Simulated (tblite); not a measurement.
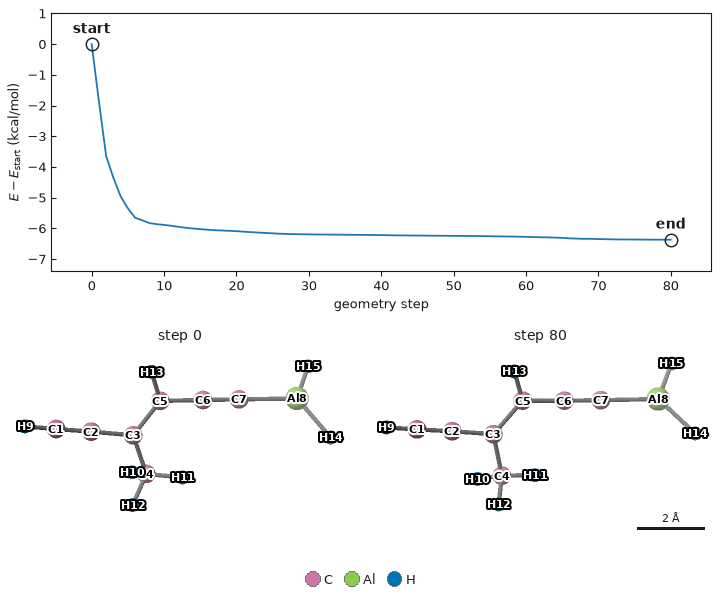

First and last geometry of a relaxation of C$_{7}$H$_{7}$Al, with the history of the run. The picture is a ball-and-stick view, seen at a tilt.

Computed with GFN2-xTB geometry optimisation, gas phase in tblite. 

**Read the history and describe the run.**

It converged. The largest move after the best rigid fit is that of H10, 0.55 Å. By element the largest moves are H 0.55 Å, C 0.15 Å, Al 0.04 Å. Some distances before and after: Al8–H15 1.604 → 1.552 Å, C4–H12 1.140 → 1.090 Å, C5–C6 1.450 → 1.401 Å, Al8–H14 1.594 → 1.552 Å. Bond angles that change, for instance: C2–C3–C4 123.7° → 116.4°, C7–Al8–H14 117.7° → 123.0°, H14–Al8–H15 119.1° → 114.3°. Groups turn about C3–C4 by about 20°. After 80 geometry steps the energy has fallen by 6.37 kcal/mol. The run took 0.84 s on 1 thread of Arm Neoverse N1 (shared host).
